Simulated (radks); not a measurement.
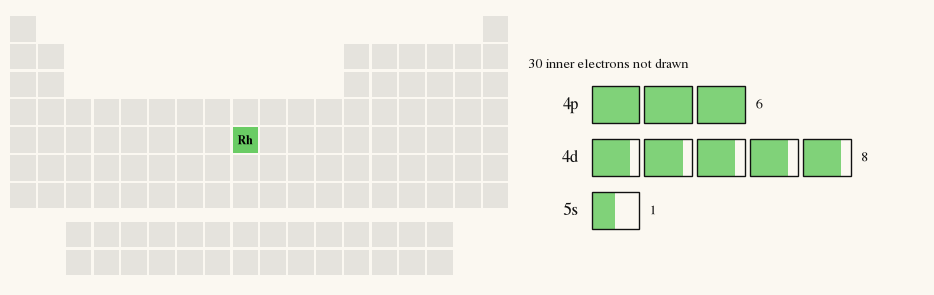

*Left, the place of rhodium in the periodic table; right, the outer shells as the input fills them: a box for each of the 2l + 1 orbitals, shaded by the share of the shell that is filled, with the electron count at the right.*

Atomic calculation for Rh

- system: the neutral rhodium atom in the configuration [Kr] 4d8 5s1 (4d3/2: 4, 4d5/2: 4).
- method: Dirac Kohn-Sham, BLYP, spin-unpolarised, spherical densities, point nucleus (the in-house radial solver radks)

**Results in brief**

| quantity | value |
| --- | --- |
| outcome | converged |
| total energy | −4785.6026 hartree |
| kinetic energy | 4989.5390 hartree |
| electron–nucleus energy | −11585.3176 hartree |
| Hartree energy | 1949.5366 hartree |
| exchange–correlation energy | −139.360605 hartree |
| radius at density 0.001 e/bohr³ | 4.43 bohr |
| SCF iterations | 14 |
| hardware | 1 CPU thread, shared host |
| wall time | 5.6 s |

**Input file**
```
Z 45
configuration [Kr] 4d8 5s1
relativity Dirac
functional b88,lyp
spin unpolarised
j_filling energy
nucleus point
c 137.035999084
```

Energies in input and log are in hartree, lengths in bohr.

**Log**
```
1s1/2   1   2.0000        -846.34929507
2s1/2   1   2.0000        -122.66738694
2p1/2   1   2.0000        -113.58542516
2p3/2   1   4.0000        -108.26779804
3s1/2   1   2.0000         -21.90694509
3p1/2   1   2.0000         -18.35300785
3p3/2   1   4.0000         -17.43838452
3d3/2   1   4.0000         -11.14278399
3d5/2   1   6.0000         -10.96238302
4s1/2   1   2.0000          -3.02460742
4p1/2   1   2.0000          -1.94496664
4p3/2   1   4.0000          -1.80079319
4d3/2   1   4.0000          -0.22175735
4d5/2   1   4.0000          -0.20736861
5s1/2   1   1.0000          -0.15850232
Etot -4785.602624264794
Ekin 4989.539030526934
Encl -11585.317637505621
Eh 1949.5365875664056
Exc -139.36060485251227
err 7.0767701433684465e-09
it 14
```

**Slater integrals of the outer shells (hartree)**

```tsv
integral	value
F0(5s1/2,5s1/2)	0.2738
F0(5s1/2,4d5/2)	0.3378
G2(5s1/2,4d5/2)	0.0640
F0(5s1/2,4d3/2)	0.3387
G2(5s1/2,4d3/2)	0.0618
F0(5s1/2,4p3/2)	0.3533
G1(5s1/2,4p3/2)	0.0187
F0(4d5/2,4d5/2)	0.5716
```

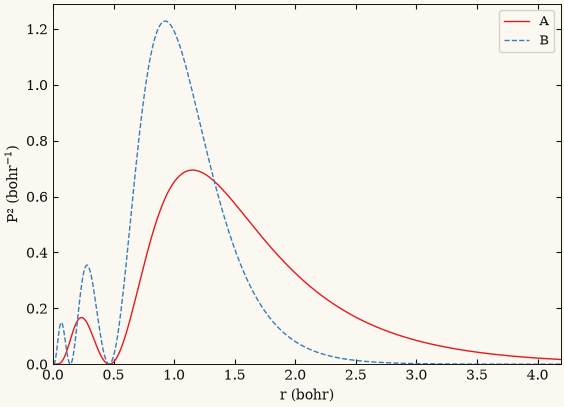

*The radial probability densities P² (large components) of 4d5/2 and 4p1/2.*

A is 4d5/2; B is 4p1/2. 4p1/2: outer maximum at 0.927 bohr, ⟨r⟩ = 1.06 bohr, 2 nodes, eigenvalue −52.9 eV; 4d5/2: outer maximum at 1.15 bohr, ⟨r⟩ = 1.61 bohr, 1 node, eigenvalue −5.64 eV.

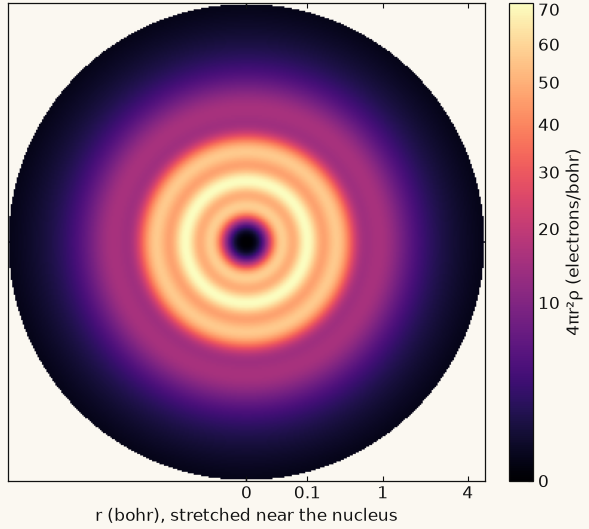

*The radial density 4πr²ρ as a disc about the nucleus, with the radius drawn as r to the power 0.35.*

There are 4 maxima, at r = 0.0230, 0.101, 0.307 and 0.926 bohr, parted by minima at 0.0458, 0.199 and 0.711 bohr, inside which lie 2.0, 11.1 and 29.1 electrons. The configuration has 5 principal shells, so not every shell has a maximum of its own.

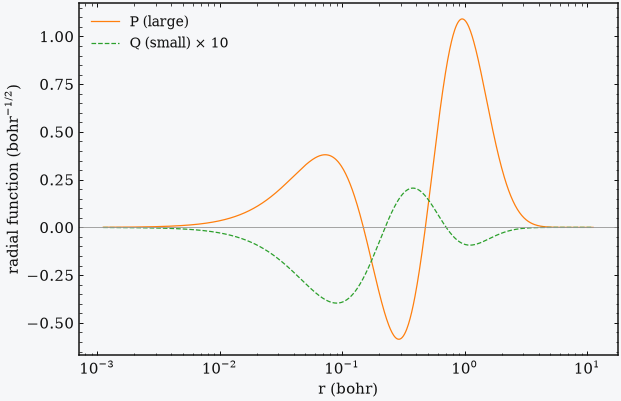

*The large and small radial components of one occupied spinor.*

It is 4p3/2. The spinor has κ = −2: the large component has l = 1 and 2 radial nodes (r = 0.149 and 0.476 bohr), the small one has l = 2. The small component carries 0.031 % of the norm; ⟨r⟩ = 1.09 bohr and the eigenvalue is −49.0 eV. The nodes of P give n − l − 1 and its extent picks the shell; Q has as many nodes as P for κ < 0 and one more for κ > 0.
